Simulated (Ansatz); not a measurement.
**LaScSb (I4/mmm): the equilibrium volume, part 1 of 2**

Aim: the volume at which the pressure of LaScSb (I4/mmm) vanishes.

Program: Ansatz 0.2.0. Level of theory: DFT PBEsol, scalar-relativistic, plane waves, PAW. These are calculated values, not measurements.

## (1) The system as given

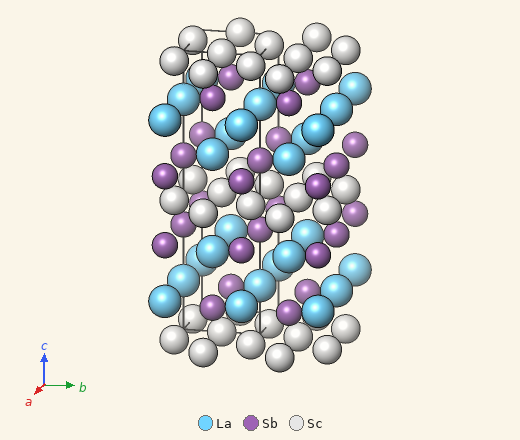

Start, viewed slightly off an axis; lanthanum blue, antimony purple, scandium white. 2×2×1 cells are drawn. Atoms on the faces are drawn again on the opposite ones. The cell drawn here is the conventional one.

Coordinates:

```cif
data_structure
_symmetry_space_group_name_H-M 'I4/mmm'
_symmetry_Int_Tables_number 139
_cell_length_a 4.5702
_cell_length_b 4.5702
_cell_length_c 16.8010
_cell_angle_alpha 90.000
_cell_angle_beta 90.000
_cell_angle_gamma 90.000
_cell_volume 350.92
loop_
_atom_site_label
_atom_site_type_symbol
_atom_site_symmetry_multiplicity
_atom_site_Wyckoff_symbol
_atom_site_fract_x
_atom_site_fract_y
_atom_site_fract_z
_atom_site_occupancy
La1 La 4 e 0.50000 0.50000 0.32527 1
Sb1 Sb 4 e 0.50000 0.50000 0.12371 1
Sc1 Sc 4 c 0.50000 0.00000 0.00000 1
```

## (2) At the starting volume (PBEsol, 6×6×6 mesh)

input.yaml reads:

```yaml
crystal:
  lattice:
    - [-2.28510836, 2.28510836, 8.40051871]
    - [2.28510836, -2.28510836, 8.40051871]
    - [2.28510836, 2.28510836, -8.40051871]
  atoms:
    - { symbol: La, position: [0.82526661, 0.82526661, 0.0] }
    - { symbol: La, position: [0.17473339, 0.17473339, 0.0] }
    - { symbol: Sb, position: [0.62371165, 0.62371165, 0.0] }
    - { symbol: Sb, position: [0.37628835, 0.37628835, 0.0] }
    - { symbol: Sc, position: [0.0, 0.5, 0.5] }
    - { symbol: Sc, position: [0.5, 0.0, 0.5] }
basis:
  ecutwfc: 420
kpoints:
  mp_grid: { grid: [6, 6, 6] }
hamiltonian:
  xc: pbesol
scf:
  occupations: { method: gaussian, width: 0.1 }
output:
  forces: true
  stress: true
  eigenvalues: true
```

The run is started by

```bash
ansatz run input.yaml --threads 8 --pin off --max-ram 14336MiB --backend cpu --events-out ev --progress --plain --runs-dir out
```

Log:

```text
Warning: RAYON_NUM_THREADS=8 ignored (pool sized by the plan → 8); use --threads N
basis.fft_grid_basis auto: the FFT boxes are laid along the combinations [[1, 0, 1], [0, 1, 1], [0, 0, 1]] of the cell's own vectors, 4.570, 4.570 and 9.001 Å long. The dense box has 32×32×64 points. Along the cell's own vectors, as sized, it would have 64×64×64, 4.00 times as many. Of the 16 symmetry operations that the crystal satisfies within crystal.symmetry.tolerance (time reversal apart; of a slab, those that keep its plane) the dense box along the cell's own vectors carries 16, and the one as laid loses 12 of those. basis.fft_grid_basis: typed keeps the cell's own vectors: state it where this run's energies or levels are differenced outside the engine with another run's, or held beside a run that keeps those vectors.
Engine: ansatz 0.2.0, aarch64-unknown-linux-gnu
Pseudopotentials: kind: paw
Pseudopotential: La, paw, valence charge 11, recommended cutoff 420 eV (normal), La.paw.azcp
Pseudopotential: Sb, paw, valence charge 15, recommended cutoff 420 eV (normal), Sb.paw.azcp
Pseudopotential: Sc, paw, valence charge 11, recommended cutoff 420 eV (normal), Sc.paw.azcp
Functional definition: PBEsol
  exchange = pbesol_x
  correlation = pbesol_c
Crystal: 6 atoms, lattice volume = 175.461 Å³
Basis set: ecut = 420 eV, 3445 PW (Γ), FFT grids on a1+a3, a2+a3, a3, exchange–correlation on 64×64×128 points (8 copies of the dense FFT grid, shifted against one another)
Bands: 45, of which v1, the nominal top of the filled ones, is band 37 counted from 1 (36 counted from 0)
Symmetry: 16 space group operations
Space group: I4/mmm (ITA 139), of the structure as read, at distance tolerance 5.6e-5 Å
k-points: 30 of 216
Non-local potential: La, projectors of the file, l = 0: 3, l = 1: 2, l = 2: 2, l = 3: 3
Non-local potential: Sb, projectors of the file, l = 0: 2, l = 1: 2, l = 2: 2, l = 3: 2
Non-local potential: Sc, projectors of the file, l = 0: 3, l = 1: 2, l = 2: 3, l = 3: 1
PAW form: soft (Blöchl's): semilocal exchange-correlation on the pseudo side does not see the compensation charge
PAW frozen core: La, regenerated for the run's functional, and the local potential with it (the file was generated under x = pbe(κ = 0.804, μ = 0.2195149727645171), c = pbe(β = 0.06672455060314922))
PAW frozen core: Sb, regenerated for the run's functional, and the local potential with it (the file was generated under x = pbe(κ = 0.804, μ = 0.2195149727645171), c = pbe(β = 0.06672455060314922))
PAW frozen core: Sc, regenerated for the run's functional, and the local potential with it (the file was generated under x = pbe(κ = 0.804, μ = 0.2195149727645171), c = pbe(β = 0.06672455060314922))
PAW one-centre angular grid: La, 590 points (default); XC on 64 Gauss nodes
PAW one-centre angular grid: Sb, 590 points (default); XC on 64 Gauss nodes
PAW one-centre angular grid: Sc, 590 points (default); XC on 64 Gauss nodes
Initial density: superposition of atomic densities (neutral atoms: chi_scale 0, normalization atom), corrected by the library's trained network
Initial wavefunctions: pseudopotential atomic-orbital guess
Functional: x = pbesol(κ = 0.804, μ = 0.12345679012345678), c = pbesol(β = 0.046)
SCF iter   1: F=—  HF=-29366.823384 eV  |F-HF|=—  |Δ(HF+E_count)|=         —  Δρ=4.63e-3  dr2=8.95e-2  ethr=1.77e-3  ⟨swp⟩=8.2  Hψ=6292  notcnv=0
preconditioner: auto → Kerker (q_TF=auto, 2.363 Å⁻¹)  [metal: Δε(μ)=0.023 eV  Ē_g=4.291 eV  σ=0.100 eV  W_gap=0.13  n_scr=42 (ndim 8)  ℏωp=13.1 eV  f_vac=0.000  D(μ)=8.71/eV (n_scr^D=80)]
SCF iter   2: F=—  HF=-29366.817150 eV  |F-HF|=—  |Δ(HF+E_count)|=   6.23e-3  Δρ=2.51e-3  dr2=1.63e-2  ethr=1.21e-4  ⟨swp⟩=2.9  Hψ=2004  notcnv=0  defer=22
SCF iter   3: F=—  HF=-29366.814860 eV  |F-HF|=—  |Δ(HF+E_count)|=   2.29e-3  Δρ=1.26e-3  dr2=6.89e-3  ethr=2.20e-5  ⟨swp⟩=2.4  Hψ=2321  notcnv=0  defer=22
SCF iter   4: F=—  HF=-29366.813811 eV  |F-HF|=—  |Δ(HF+E_count)|=   1.05e-3  Δρ=2.78e-4  dr2=2.94e-4  ethr=9.31e-6  ⟨swp⟩=2.0  Hψ=1629  notcnv=0  defer=22
SCF iter   5: F=—  HF=-29366.813783 eV  |F-HF|=—  |Δ(HF+E_count)|=   2.80e-5  Δρ=1.26e-4  dr2=9.23e-5  ethr=3.98e-7  ⟨swp⟩=2.0  Hψ=1969  notcnv=0  defer=22
SCF iter   6: F=—  HF=-29366.813914 eV  |F-HF|=—  |Δ(HF+E_count)|=   1.31e-4  Δρ=3.31e-5  dr2=6.82e-6  ethr=1.25e-7  ⟨swp⟩=1.9  Hψ=1660  notcnv=0  defer=14
SCF iter   7: F=—  HF=-29366.813914 eV  |F-HF|=—  |Δ(HF+E_count)|=   3.16e-7  Δρ=6.48e-6  dr2=1.09e-7  ethr=9.21e-9  ⟨swp⟩=2.1  Hψ=2177  notcnv=0  defer=13
SCF iter   8: F=-29366.813914 eV  HF=-29366.813914 eV  |F-HF|=3.12e-9  |Δ(HF+E_count)|=   1.32e-8  Δρ=1.83e-6  dr2=7.41e-9  ethr=1.35e-10  ⟨swp⟩=15.3  Hψ=6567  notcnv=0
SCF 1 converged in 8 iterations: F = -29366.813914 eV  dr2 = 7.41e-9
SCF converged after 8 iterations
Free energy (F): -29366.813914 eV
Harris-Foulkes:  -29366.813914 eV  (|F-HF|=3.12e-9)
Internal energy: -29366.768847 eV  (E = F + TS)
E sigma→0 (E₀):  -29366.791380 eV
Entropy (-TS):   -0.045067 eV (-7.511 meV/atom)
Fermi energy:    10.803192 eV
--- Per-component energies (eV) ---
  E_band       = -715.271027
  E_kinetic    = 1320.887418
  E_local      = -5904.216662  (includes V_loc(G=0)·N_el)
  E_nonlocal   = 1092.121064
  E_hartree    = 2439.081876
  E_xc         = -758.539450
  E_vxc        = -745.231878  (∫ρ·V_xc dr)
  E_paw        = -21524.269348  (= ΣΔE_a)
  E_vpaw       = -1356.996414  (= ΣTr[D̂ρ^β])
  E_aug_tail   = 0.000017  (compensation charges beyond the density's cutoff)
  E_ewald      = -6033.094545
  E_core_change = 1.260783  (= ΣΔE_core)
  E_smearing   = -0.045067  (= −TS)
  E_closure    = -0.000000  (closes the sum)
  Σ components = -29366.813914   (vs F -29366.813914, Δ=0.00e0)
--- Forces (eV/Å), atoms counted from 1 ---
  atom   1  La     0.00000000     0.00000000     0.15780867
  atom   2  La     0.00000000     0.00000000    -0.15780867
  atom   3  Sb     0.00000000     0.00000000    -0.11229012
  atom   4  Sb    -0.00000000     0.00000000     0.11229012
  atom   5  Sc     0.00000000     0.00000000     0.00000000
  atom   6  Sc     0.00000000     0.00000000     0.00000000
  max |Σ_I F_I| component: 1.13e-17 eV/Å
--- Stress (GPa, compression-positive) ---
       -3.517199      -0.000000      -0.000000
       -0.000000      -3.517199      -0.000000
        0.000000       0.000000      -3.439434
  P = ⅓ Tr σ = -3.4913 GPa (-34.913 kbar)
--- Band table (eV; the first three rows and the last of 30) ---
  k-point 0: bands = ["-38.8526", "-38.8071", "-22.1052", "-22.0611", "-17.8198", "-17.8198", "-17.7895", "-17.7561", "-17.7559", "-17.7495", "-17.7482", "-17.7482", "-17.7474", "-17.7428", "-17.6392", "-17.5824", "-17.5824", "-17.5397", "-17.4055", "-17.4055", "-5.8648", "-5.8287", "-5.8287", "-5.6836", "-5.6654", "-5.6654", "0.8060", "1.5546", "6.5437", "8.5795", "8.8176", "8.8176", "8.9867", "9.1804", "9.1804", "9.8949", "10.2870", "10.5541", "11.1162", "11.4079", "11.4079", "12.2459", "12.2657", "12.2854", "12.2983"]
  k-point 1: bands = ["-38.8468", "-38.8127", "-22.0965", "-22.0634", "-17.8155", "-17.7999", "-17.7907", "-17.7655", "-17.7575", "-17.7564", "-17.7491", "-17.7480", "-17.7468", "-17.7431", "-17.6138", "-17.5990", "-17.5484", "-17.5445", "-17.4615", "-17.3980", "-5.8868", "-5.8831", "-5.8695", "-5.7082", "-5.6888", "-5.6330", "1.0901", "1.6927", "6.8920", "7.9403", "8.1920", "8.3088", "8.5882", "8.5929", "9.5203", "10.3320", "10.7271", "10.9422", "11.0210", "11.3014", "11.6670", "12.1351", "12.1663", "12.2379", "12.2991"]
  k-point 2: bands = ["-38.8353", "-38.8239", "-22.0800", "-22.0687", "-17.8057", "-17.7948", "-17.7885", "-17.7717", "-17.7598", "-17.7554", "-17.7487", "-17.7468", "-17.7458", "-17.7434", "-17.6455", "-17.5754", "-17.5579", "-17.5543", "-17.4764", "-17.3725", "-5.9619", "-5.9503", "-5.8646", "-5.7364", "-5.7309", "-5.6427", "1.4525", "1.7229", "7.2098", "7.5110", "7.7084", "7.7743", "8.4627", "8.5865", "10.0422", "10.3987", "10.6105", "10.6150", "11.1227", "11.1985", "12.1365", "12.1898", "12.2113", "12.2581", "12.3815"]
  k-point 29: bands = ["-38.8526", "-38.8071", "-22.1055", "-22.0607", "-17.8199", "-17.8199", "-17.7894", "-17.7560", "-17.7559", "-17.7479", "-17.7479", "-17.7475", "-17.7469", "-17.7453", "-17.6391", "-17.5825", "-17.5825", "-17.5397", "-17.4055", "-17.4055", "-5.8537", "-5.8276", "-5.8276", "-5.6978", "-5.6666", "-5.6666", "1.0283", "1.3107", "6.4469", "8.6362", "8.6366", "8.6366", "9.2492", "9.4449", "9.4449", "9.5757", "10.5633", "10.9551", "11.0119", "11.7179", "11.7179", "11.9022", "11.9022", "11.9046", "12.2220"]
```

Wall time 2.8 s (8 threads of Arm Neoverse V1, shared host); peak memory 0.85 GiB.

Read off: volume 29.243 Å³/atom, pressure -3.49 GPa, no gap.

(Continued in part 2 of 2.)
